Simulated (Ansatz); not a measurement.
How methods differ on C2H6Ga (SMILES C[Ga]C)

C2H6Ga has 9 atoms, charge 0, and is taken as a doublet. SMILES: `C[Ga]C`. Geometry: optimised at wB97X-V/def2-SVP.

```xyz
9

C    -1.2413    1.1616    0.1780
Ga    0.4605    0.3892    0.8775
C     1.2721   -1.1352   -0.1222
H    -2.0181    0.3755    0.1749
H    -1.0909    1.4841   -0.8681
H    -1.6102    2.0175    0.7623
H     2.2105   -1.5024    0.3190
H     1.4692   -0.8210   -1.1631
H     0.5482   -1.9693   -0.1584
```

Each level gives the dissociation energy of the C3–Ga2 bond into doublet CH3 and singlet CH3Ga (shapes relaxed at wB97X-V/def2-SVP, no zero-point term) (eV). The values are calculated.

```json
{"level": "UHF/def2-TZVP", "kind": "Hartree–Fock", "program": "Ansatz", "value (eV)": "1.09", "less CCSD(T)/def2-TZVP": "-0.54"}
{"level": "UBLYP/def2-TZVP", "kind": "GGA", "program": "Ansatz", "value (eV)": "1.31", "less CCSD(T)/def2-TZVP": "-0.32"}
{"level": "U-r2SCAN/def2-TZVP", "kind": "meta-GGA", "program": "Ansatz", "value (eV)": "1.67", "less CCSD(T)/def2-TZVP": "+0.04"}
{"level": "UPBE0-D4/def2-TZVP", "kind": "global hybrid", "program": "Ansatz", "value (eV)": "1.72", "less CCSD(T)/def2-TZVP": "+0.09"}
{"level": "U-wB97M-V/def2-TZVP", "kind": "range-separated hybrid", "program": "Ansatz", "value (eV)": "1.63", "less CCSD(T)/def2-TZVP": "0.00"}
{"level": "UCAM-B3LYP/def2-TZVP", "kind": "range-separated hybrid", "program": "Ansatz", "value (eV)": "1.52", "less CCSD(T)/def2-TZVP": "-0.11"}
{"level": "UB2PLYP/def2-TZVP", "kind": "double hybrid", "program": "Ansatz", "value (eV)": "1.54", "less CCSD(T)/def2-TZVP": "-0.09"}
{"level": "RPA@PBE/def2-TZVP", "kind": "RPA", "program": "Ansatz", "value (eV)": "1.54", "less CCSD(T)/def2-TZVP": "-0.09"}
{"level": "UCCSD(T)/def2-TZVP", "kind": "coupled cluster or CI", "program": "Ansatz", "value (eV)": "1.63", "less CCSD(T)/def2-TZVP": "0.00"}
```

UCCSD(T)/def2-TZVP is the highest level here, not the true value. All-electron rows without a relativistic Hamiltonian named are non-relativistic. The values span 1.09 to 1.72 eV. Hartree–Fock misses the correlation of the electron pair that is broken and comes out low. A fragment with an even electron count was run as a singlet and may have a lower triplet. Measured bond enthalpies also hold zero-point and thermal terms, a few tenths of an eV less. In the correlated wave-function rows the outer d shell of Ga is correlated, in sets not made for it.

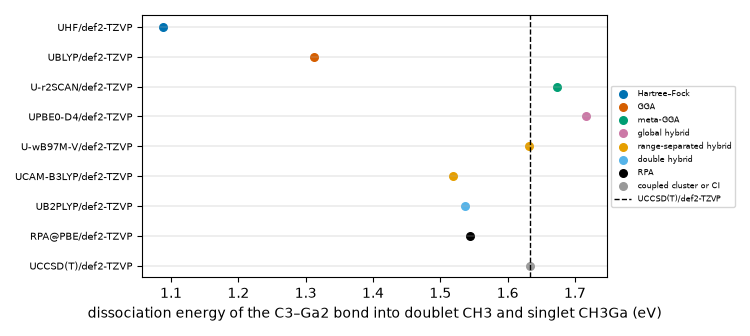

The values of the table, level by level.
